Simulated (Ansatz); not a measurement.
# A hypothetical structure for SrV2Fe2

This structure for SrV2Fe2 is made up. Its elements were placed in a known structure type with a cell scaled to their sizes. What cell does the guess relax to, and how far off was it?

Program: Ansatz 0.2.0. Level of theory: DFT, PBEsol, plane-wave PAW, files of the set soft_1, scalar-relativistic, ferromagnetic start, cell and ions relaxed at zero pressure; PAW set soft_1. Results are calculated unless marked as measured.

In doubt: warnings of the run leave room for a lower electronic state, so energies may not be the lowest and differences between runs may mislead.

### 1. Set-up

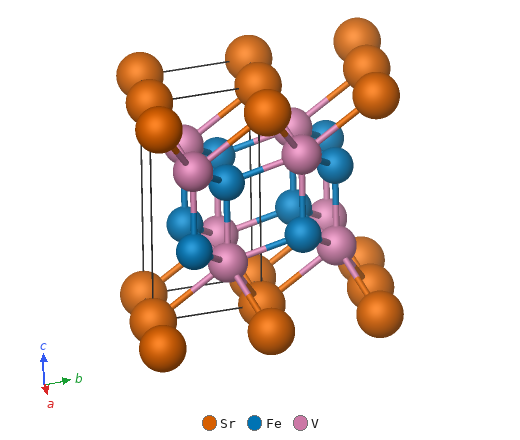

The cell as given, slightly off an axis (strontium orange, iron blue, vanadium pink). 2×2×1 cells are drawn. Bonds to atoms that aren't drawn are left out. Some periodic images of atoms are drawn too.

### 2. Relaxation of the guess

The guessed cell has no reason to be at equilibrium. It is relaxed with the atoms, within the space group of the guess.

File input.yaml:

```yaml
crystal:
  lattice:
    - [4.018, 0.0, 0.0]
    - [-2.009, 3.479690072, 0.0]
    - [0.0, 0.0, 6.849]
  atoms:
    - { symbol: Sr, position: [0.0, 0.0, 0.0] }
    - { symbol: Fe, position: [0.666666667, 0.333333333, 0.376], spin: 3.0 }
    - { symbol: Fe, position: [0.333333333, 0.666666667, 0.624], spin: 3.0 }
    - { symbol: V, position: [0.333333333, 0.666666667, 0.259], spin: 2.0 }
    - { symbol: V, position: [0.666666667, 0.333333333, 0.741], spin: 2.0 }
magnetization:
  spin_polarized: true
kpoints:
  mp_grid: { grid: [8, 8, 4] }
scf:
  occupations: { method: fermi_dirac, width: 0.05 }
hamiltonian:
  xc: pbesol
  pseudopotentials: { kind: paw, azcp: { folder: soft_1 }, xc_functional: pbe }
relax:
  f_tol: 0.015
  max_steps: 70
  cell: {}
output:
  forces: true
  stress: true
```

Command:

```bash
> ansatz run input.yaml --threads 4 --pin off --max-ram 8192MiB --backend cpu --events-out ev --progress --plain --runs-dir out
```

Numbers of over 12 decimals in the logs are rounded to 6 here.

What it wrote:

```text
Engine: ansatz 0.2.0, aarch64-unknown-linux-gnu
Pseudopotentials: kind: paw
Pseudopotential: Sr, paw, valence charge 10, recommended cutoff 420 eV (normal), soft_1/Sr.paw.azcp
Pseudopotential: Fe, paw, valence charge 16, recommended cutoff 420 eV (normal), soft_1/Fe.paw.azcp
Pseudopotential: V, paw, valence charge 13, recommended cutoff 420 eV (normal), soft_1/V.paw.azcp
Functional definition: PBEsol
  exchange = pbesol_x
  correlation = pbesol_c
Crystal: 5 atoms, lattice volume = 95.759 Å³
Basis set: ecut = 420 eV, 1883 PW (Γ), exchange–correlation on 54×54×96 points (8 copies of the dense FFT grid, shifted against one another)
Bands: 47, of which v1, the nominal top of the filled ones, is band 34 counted from 1 (33 counted from 0)
Symmetry: 12 space group operations
Space group: P-3m1 (ITA 164), of the structure as read, at distance tolerance 4.6e-5 Å
Magnetic group: BNS 164.85 (UNI 1315), of the structure as read, at distance tolerance 4.6e-5 Å
k-points: 35 of 256
Non-local potential: Sr, projectors of the file, l = 0: 3, l = 1: 2, l = 2: 2
Non-local potential: Fe, projectors of the file, l = 0: 3, l = 1: 2, l = 2: 3, l = 3: 1
Non-local potential: V, projectors of the file, l = 0: 3, l = 1: 2, l = 2: 3, l = 3: 1
PAW form: soft (Blöchl's): semilocal exchange-correlation on the pseudo side does not see the compensation charge
PAW frozen core: Sr, regenerated for the run's functional, and the local potential with it (the file was generated under x = pbe(κ = 0.804, μ = 0.219515), c = pbe(β = 0.066725))
PAW frozen core: Fe, regenerated for the run's functional, and the local potential with it (the file was generated under x = pbe(κ = 0.804, μ = 0.219515), c = pbe(β = 0.066725))
PAW frozen core: V, regenerated for the run's functional, and the local potential with it (the file was generated under x = pbe(κ = 0.804, μ = 0.219515), c = pbe(β = 0.066725))
PAW one-centre angular grid: Sr, 110 points (default); XC on 64 Gauss nodes
PAW one-centre angular grid: Fe, 590 points (default); XC on 64 Gauss nodes
PAW one-centre angular grid: V, 590 points (default); XC on 64 Gauss nodes
Initial density: superposition of atomic densities (chi_scale 0.1, normalization cell, long waves kept (reshape's long-wave potential 0.03 eV rms))
Starting moments: Σ|m| = 10 μB on 4 of 5 sites
Initial wavefunctions: pseudopotential atomic-orbital guess
Functional: x = pbesol(κ = 0.804, μ = 0.123457), c = pbesol(β = 0.046)
SCF iter   1: F=—  HF=-18154.447374 eV  |F-HF|=—  |Δ(HF+E_count)|=         —  Δρ=8.54e-2 (↑8.54e-2 ↓3.37e-2)  dr2=1.97e1  dr2_m=1.11e0  M=8.051 μB ∫|m|=8.133 μB  β_m=0.30  ethr=3.10e-3  ⟨swp⟩=8.3  Hψ=15162  notcnv=0
Mixer restart at iter 1: flushing history
preconditioner: auto → Kerker (q_TF=auto, 2.577 Å⁻¹)  [metal: Δε(μ)=0.010 eV  Ē_g=6.931 eV  σ=0.050 eV  W_gap=0.05  n_scr=34 (ndim 8)  ℏωp=22.1 eV  f_vac=0.000  D(μ)=10.23/eV (n_scr^D=134)]
spin=Collinear: Kerker preconditioning applied to the charge; magnetization (m = ρ↑ − ρ↓) channel mixes plain (no charge-response kernel on spin).
SCF iter   2: F=—  HF=-18151.130681 eV  |F-HF|=—  |Δ(HF+E_count)|=    3.32e0  Δρ=3.75e-2 (↑3.75e-2 ↓1.92e-2)  dr2=3.79e0  dr2_m=5.65e-1  M=7.697 μB ∫|m|=7.782 μB  β_m=0.37  ethr=3.10e-3  ⟨swp⟩=2.8  Hψ=6890  notcnv=0  defer=132
SCF iter   3: F=—  HF=-18151.541798 eV  |F-HF|=—  |Δ(HF+E_count)|=   4.11e-1  Δρ=2.76e-2 (↑2.51e-2 ↓2.76e-2)  dr2=6.83e-1  dr2_m=5.51e-1  M=6.769 μB ∫|m|=6.892 μB  β_m=0.61  ethr=3.10e-3  ⟨swp⟩=2.1  Hψ=4353  notcnv=0  defer=142
SCF iter   4: F=—  HF=-18153.098800 eV  |F-HF|=—  |Δ(HF+E_count)|=    1.56e0  Δρ=3.25e-2 (↑2.28e-2 ↓3.25e-2)  dr2=3.77e-1  dr2_m=6.35e-1  M=5.244 μB ∫|m|=5.431 μB  β_m=0.80  ethr=1.00e-3  ⟨swp⟩=2.0  Hψ=5023  notcnv=0  defer=143
SCF iter   5: F=—  HF=-18153.984599 eV  |F-HF|=—  |Δ(HF+E_count)|=   8.86e-1  Δρ=2.73e-2 (↑1.81e-2 ↓2.73e-2)  dr2=3.49e-1  dr2_m=4.28e-1  M=3.978 μB ∫|m|=4.256 μB  β_m=0.11  ethr=5.55e-4  ⟨swp⟩=2.3  Hψ=5243  notcnv=0  defer=149
SCF iter   6: F=—  HF=-18154.128671 eV  |F-HF|=—  |Δ(HF+E_count)|=   1.44e-1  Δρ=2.05e-2 (↑1.75e-2 ↓2.05e-2)  dr2=8.21e-2  dr2_m=3.02e-1  M=3.644 μB ∫|m|=3.960 μB  β_m=0.49  ethr=5.14e-4  ⟨swp⟩=2.2  Hψ=4308  notcnv=0  defer=153
SCF iter   7: F=—  HF=-18156.568304 eV  |F-HF|=—  |Δ(HF+E_count)|=         —  Δρ=8.08e-2 (↑7.55e-2 ↓8.08e-2)  dr2=3.81e-1  dr2_m=5.33e0  M=-0.040 μB ∫|m|=8.247 μB  β_m=1.00  ethr=1.21e-4  ⟨swp⟩=3.1  Hψ=6015  notcnv=0  defer=142
Mixer restart at iter 7: flushing history
SCF iter   8: F=—  HF=-18155.300557 eV  |F-HF|=—  |Δ(HF+E_count)|=    1.27e0  Δρ=8.47e-3 (↑5.67e-3 ↓8.47e-3)  dr2=7.99e-2  dr2_m=3.98e-2  M=-0.290 μB ∫|m|=8.808 μB  β_m=0.69  ethr=7.35e-5  ⟨swp⟩=3.2  Hψ=7552  notcnv=0  defer=165
SCF iter   9: F=—  HF=-18155.311691 eV  |F-HF|=—  |Δ(HF+E_count)|=   1.11e-2  Δρ=5.54e-3 (↑5.54e-3 ↓3.79e-3)  dr2=1.99e-2  dr2_m=1.56e-2  M=-0.379 μB ∫|m|=8.982 μB  β_m=0.84  ethr=7.35e-5  ⟨swp⟩=2.5  Hψ=5116  notcnv=0  defer=125
SCF iter  10: F=—  HF=-18155.326950 eV  |F-HF|=—  |Δ(HF+E_count)|=   1.53e-2  Δρ=4.61e-3 (↑4.61e-3 ↓3.54e-3)  dr2=5.07e-2  dr2_m=4.62e-4  M=-0.466 μB ∫|m|=9.086 μB  β_m=0.64  ethr=2.93e-5  ⟨swp⟩=2.0  Hψ=6505  notcnv=0  defer=125
[...]
relax step   9: F+E_penalty+E_count = -18157.34619043 eV  Δ(F+E_penalty+E_count) = -3.738e-1 eV  max|allowed force component| = 1.334e0 eV/Å  Δτ_max = 0.1952 Å  P = +3.216 GPa  Ω = 85.855 Å³  energy of the carried Pulay correction = +4.122e-3 eV  (17 SCF iters, accepted)
relax step  10: F+E_penalty+E_count = -18157.29035987 eV  Δ(F+E_penalty+E_count) = +5.583e-2 eV  max|allowed force component| = 1.585e0 eV/Å  Δτ_max = 0.1958 Å  P = +1.596 GPa  Ω = 84.374 Å³  energy of the carried Pulay correction = +4.777e-3 eV  (17 SCF iters, rejected (line search))
relax step  11: F+E_penalty+E_count = -18157.60479785 eV  Δ(F+E_penalty+E_count) = -2.586e-1 eV  max|allowed force component| = 9.506e-1 eV/Å  Δτ_max = 0.0935 Å  P = +2.336 GPa  Ω = 87.372 Å³  energy of the carried Pulay correction = +3.461e-3 eV  (19 SCF iters, accepted)
relax step  12: F+E_penalty+E_count = -18157.71383049 eV  Δ(F+E_penalty+E_count) = -1.090e-1 eV  max|allowed force component| = 3.554e-1 eV/Å  Δτ_max = 0.0977 Å  P = +1.501 GPa  Ω = 88.989 Å³  energy of the carried Pulay correction = +2.769e-3 eV  (18 SCF iters, accepted)
relax step  13: F+E_penalty+E_count = -18157.74520812 eV  Δ(F+E_penalty+E_count) = -3.138e-2 eV  max|allowed force component| = 1.138e-1 eV/Å  Δτ_max = 0.0538 Å  P = -0.389 GPa  Ω = 91.858 Å³  energy of the carried Pulay correction = +1.571e-3 eV  (17 SCF iters, accepted)
relax step  14: F+E_penalty+E_count = -18157.74711080 eV  Δ(F+E_penalty+E_count) = -1.903e-3 eV  max|allowed force component| = 4.553e-2 eV/Å  Δτ_max = 0.0094 Å  P = +0.418 GPa  Ω = 91.424 Å³  energy of the carried Pulay correction = +1.750e-3 eV  (15 SCF iters, accepted)
relax step  15: F+E_penalty+E_count = -18157.74751186 eV  Δ(F+E_penalty+E_count) = -4.011e-4 eV  max|allowed force component| = 5.832e-2 eV/Å  Δτ_max = 0.0061 Å  P = -0.112 GPa  Ω = 91.713 Å³  energy of the carried Pulay correction = +1.631e-3 eV  (15 SCF iters, accepted)
relax step  16: F+E_penalty+E_count = -18157.74779374 eV  Δ(F+E_penalty+E_count) = -2.819e-4 eV  max|allowed force component| = 3.924e-3 eV/Å  Δτ_max = 0.0045 Å  P = -0.008 GPa  Ω = 91.749 Å³  energy of the carried Pulay correction = +1.616e-3 eV  (14 SCF iters, accepted)
relax step  17: F+E_penalty+E_count = -18157.74884685 eV  Δ(F+E_penalty+E_count) = -1.053e-3 eV  max|allowed force component| = 6.905e-3 eV/Å  Δτ_max = 0.0000 Å  P = +0.057 GPa  Ω = 91.749 Å³  stress off target by 1.73e-1 GPa  SCF on the basis re-selected at this cell (its energy is not comparable with the rows above)  (14 SCF iters)
relax step  18: F+E_penalty+E_count = -18157.74895576 eV  Δ(F+E_penalty+E_count) = -1.089e-4 eV  max|allowed force component| = 7.366e-4 eV/Å  Δτ_max = 0.0019 Å  P = -0.015 GPa  Ω = 91.865 Å³  energy of the carried Pulay correction = -6.927e-5 eV  (14 SCF iters, accepted)
relax step  19: F+E_penalty+E_count = -18157.74904297 eV  Δ(F+E_penalty+E_count) = -8.721e-5 eV  max|allowed force component| = 6.781e-4 eV/Å  Δτ_max = 0.0000 Å  P = -0.015 GPa  Ω = 91.865 Å³  stress off target by 3.25e-2 GPa  SCF on the basis re-selected at this cell (its energy is not comparable with the rows above)  (10 SCF iters)
basis re-selected at this cell: Δ(F+E_penalty+E_count) = -8.721e-5 eV, ΔP = +0.000 GPa vs the last step (what re-selecting the basis moved, of the pressure what is left beyond the Pulay correction that the steps carried, after the strain that the cell walked since its last selection, with what the two solves' SCF thresholds leave and, on support functions, any second-order correction that the steps lacked; it is no m [...]
SCF converged after 10 iterations
Magnetization: 0.0000 μB (34.0000 up, 34.0000 down)
Absolute magnetization: 0.0000 μB (∫|ρ↑−ρ↓|, with the PAW one-centre terms)
Spin contamination: 0.0000 ħ² per cell (⟨S²⟩ above its minimum at these occupations)
Per-site moments (μB) at R_I (Å): [(2.5716092437300475e-10, 1.295143), (3.828821644180363e-9, 0.913430), (3.828821460420399e-9, 0.913430), (-2.2295320266567262e-9, 0.913430), (-2.229531962210993e-9, 0.913430)]
Free energy (F): -18157.749043 eV
Harris-Foulkes:  -18157.749043 eV  (|F-HF|=3.64e-12)
Internal energy: -18157.714398 eV  (E = F + TS)
E sigma→0 (E₀):  -18157.731721 eV
Entropy (-TS):   -0.034645 eV (-6.929 meV/atom)
Fermi energy:    12.183923 eV
--- Per-component energies (eV) ---
  E_band       = -1078.423772
  E_kinetic    = 1500.537501
  E_local      = -10905.832741  (includes V_loc(G=0)·N_el)
  E_nonlocal   = 989.516889
  E_hartree    = 4598.862046
  E_xc         = -621.696951
  E_vxc        = -728.781430  (∫ρ·V_xc dr)
  E_paw        = -7547.187089  (= ΣΔE_a)
  E_vpaw       = -1131.587945  (= ΣTr[D̂ρ^β])
  E_aug_tail   = -0.000148  (compensation charges beyond the density's cutoff)
  E_ewald      = -6172.706016
  E_core_change = 0.792111  (= ΣΔE_core)
  E_smearing   = -0.034645  (= −TS)
  E_closure    = 0.000000  (closes the sum)
  Σ components = -18157.749043   (vs F -18157.749043, Δ=0.00e0)
--- Forces (eV/Å), atoms counted from 1 ---
  atom   1  Sr     0.00000000     0.00000000     0.00000000
  atom   2  Fe    -0.00000000     0.00000000    -0.00067811
  atom   3  Fe     0.00000000     0.00000000     0.00067811
  atom   4  V     -0.00000000    -0.00000000    -0.00067771
  atom   5  V      0.00000000     0.00000000     0.00067771
  max |Σ_I F_I| component: 5.55e-17 eV/Å
--- Stress (GPa, compression-positive) ---
       -0.032498      -0.000000      -0.000000
        0.000000      -0.032498       0.000000
       -0.000000       0.000000       0.020885
  P = ⅓ Tr σ = -0.0147 GPa (-0.147 kbar)
--- Relaxed structure (17 steps of the walk, 16 accepted, 2 SCFs on fresh bases) ---
  F+E_penalty+E_count = -18157.74904297 eV   max|allowed force component| = 6.781e-4 eV/Å   (the final SCF, on the basis selected at the relaxed cell)
  cell:  # Å, volume = 91.8647 Å³
    - [3.792722, 0, 3.0657850571822204e-18]
    - [-1.896361, 3.284593, -1.5328925285911208e-18]
    - [5.225874031325452e-18, 0, 7.374216]
  atoms:
    - { symbol: Sr, position: [0, 0, 2.5454768482357876e-18] }
    - { symbol: Fe, position: [0.666667, 0.333333, 0.305134] }
    - { symbol: Fe, position: [0.333333, 0.666667, 0.694866] }
    - { symbol: V, position: [0.333333, 0.666667, 0.394580] }
    - { symbol: V, position: [0.666667, 0.333333, 0.605420] }
```

It took 3.3 min on 4 threads of Arm Neoverse V1, shared host; peak memory 0.61 GiB; 13 min of CPU time.

Relaxation path:

| step | energy less that of the first step (eV) | largest force component (eV/Å) | pressure (GPa) | volume (Å³) |
| --- | --- | --- | --- | --- |
| 1 | 0.0000 | 2.1468 | -4.71 | 95.76 |
| 2 | -0.7540 | 1.4992 | -3.91 | 96.88 |
| 3 | -1.2444 | 0.2564 | -0.61 | 93.52 |
| 4 | -1.3162 | 0.6638 | 2.24 | 93.01 |
| 5 | -1.3582 | 0.0971 | -1.24 | 94.63 |
| 6 | -1.3769 | 0.2254 | -0.33 | 93.65 |
| 7 | -1.5162 | 0.6053 | 2.39 | 90.05 |
| 8 | -1.6576 | 0.7540 | 3.05 | 87.43 |
| 9 | -2.0313 | 1.3339 | 3.22 | 85.85 |
| 10 | -1.9755 | 1.5849 | 1.60 | 84.37 |
| 11 | -2.2899 | 0.9506 | 2.34 | 87.37 |
| 12 | -2.3990 | 0.3554 | 1.50 | 88.99 |
| 13 | -2.4303 | 0.1138 | -0.39 | 91.86 |
| 14 | -2.4323 | 0.0455 | 0.42 | 91.42 |
| 15 | -2.4327 | 0.0583 | -0.11 | 91.71 |
| 16 | -2.4329 | 0.0039 | -0.01 | 91.75 |
| 17* | -2.4340 | 0.0069 | 0.06 | 91.75 |
| 18 | -2.4341 | 0.0007 | -0.01 | 91.86 |
| 19* | -2.4342 | 0.0007 | -0.01 | 91.86 |

Relaxation steps marked * repeat the geometry before them on a plane-wave basis chosen anew for their cell, so energy and pressure can jump there. Relaxation step 10 was tried and not accepted.

Forces are held to the 12 operations that the run works with; a distortion that breaks them can't arise in this run.

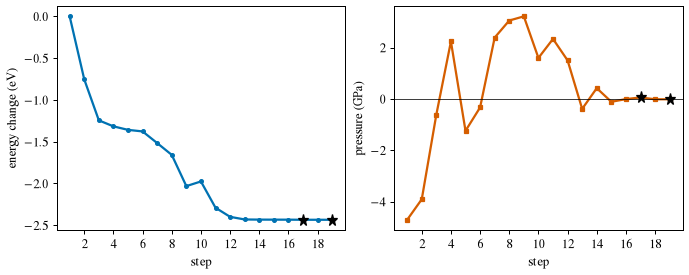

Energy and pressure along the relaxation. Stars mark steps on a basis chosen anew.

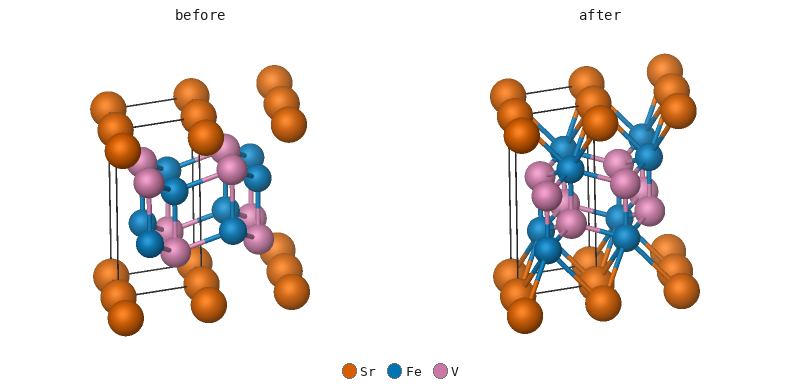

The structure before and after the relaxation, drawn at the same scale. Bonds to atoms that aren't drawn are left out.

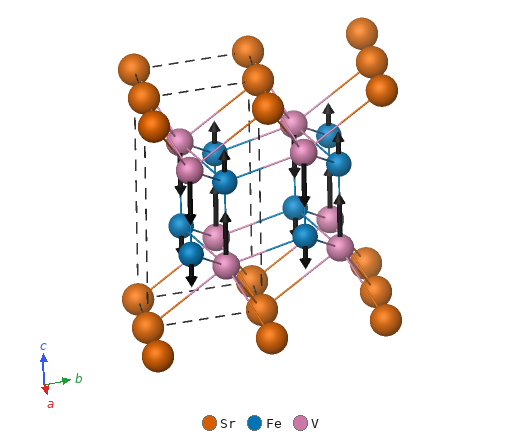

Displacements in the relaxation, exaggerated, measured against the changing cell; the longest in the cell stands for 1.00 Å. Bonds to atoms that aren't drawn are left out. 2×2×1 cells are drawn. Some periodic images of atoms are drawn too.

| conventional cell, symmetrised | before | after | change |
| --- | --- | --- | --- |
| a (Å) | 4.018 | 3.793 | -5.6 % |
| b (Å) | 4.018 | 3.793 | -5.6 % |
| c (Å) | 6.849 | 7.374 | +7.7 % |
| volume (Å³/atom) | 19.15 | 18.37 | -4.1 % |

The atoms that moved most (Å, as changes of fractional coordinates times the final cell):

| atom | dx | dy | dz | length |
| --- | --- | --- | --- | --- |
| V5 | 0.000 | 0.000 | -1.000 | 1.000 |
| V4 | 0.000 | 0.000 | 1.000 | 1.000 |
| Fe2 | 0.000 | 0.000 | -0.523 | 0.523 |
| Fe3 | 0.000 | 0.000 | 0.523 | 0.523 |

Final coordinates:

```cif
data_structure
_symmetry_space_group_name_H-M 'P 1'
_symmetry_Int_Tables_number 1
_cell_length_a 3.7927
_cell_length_b 3.7927
_cell_length_c 7.3742
_cell_angle_alpha 90.000
_cell_angle_beta 90.000
_cell_angle_gamma 120.000
_cell_volume 91.86
loop_
_atom_site_label
_atom_site_type_symbol
_atom_site_fract_x
_atom_site_fract_y
_atom_site_fract_z
_atom_site_occupancy
Sr1 Sr 0.00000 0.00000 0.00000 1
Fe2 Fe 0.66667 0.33333 0.30513 1
Fe3 Fe 0.33333 0.66667 0.69487 1
V4 V 0.33333 0.66667 0.39458 1
V5 V 0.66667 0.33333 0.60542 1
```

Numbers from this step:

```
free energy             : -18157.7490 eV
energy at zero smearing : -18157.7317 eV
smearing term TS        : 0.03464 eV
Fermi energy            : 12.18 eV
electrons               : 68
symmetry operations     : 12
pressure                : -0.01470 GPa
```

Shortest distances by pair of elements, guess and relaxed (not always the same contact):

| pair | guess (Å) | relaxed (Å) |
| --- | --- | --- |
| Fe–V | 2.454 | 2.214 |
| V–V | 4.018 | 2.686 |
| Fe–Sr | 3.466 | 3.140 |
| Fe–Fe | 2.875 | 3.613 |
| Sr–V | 2.920 | 3.642 |

The relaxation ends with a largest force component of 6.8e-4 eV/Å and a pressure of -0.01 GPa. The starting moments have collapsed: the run ends non-magnetic.

### 3. Results

- space group, relaxed: P-3m1
- conventional cell: a = 3.793, b = 3.793, c = 7.374 Å; α = 90.0°, β = 90.0°, γ = 120.0°
- volume per atom: 18.37 Å³ (guess 19.15)
- total moment: 0.00 μB in the cell of 5 atoms

SrV2Fe2 relaxes to P-3m1 with a = 3.793, b = 3.793 and c = 7.374 Å. The guessed volume was 4 % too large. The space group P-3m1 was held in the relaxation, so the end point is a stationary structure within it and may be a saddle against distortions or other arrangements. The moments died out from this one start and weren't seeded again at the relaxed cell. The electronic state may lie above the lowest one. Mesh and cutoff weren't tested. No dispersion term is used, so weakly bound directions may come out too long. Nothing here tests whether the compound is stable against decomposition.

[Logs are printed without paths, hosts, clocks, repeated set-up lines and the standing remarks that a program may print on its own settings, such as how far it seeks lower states.]

[Hosts, paths, dates, database ids (printed as entryN), source tags and the programs' standing remarks are cut or masked in the printed files.]
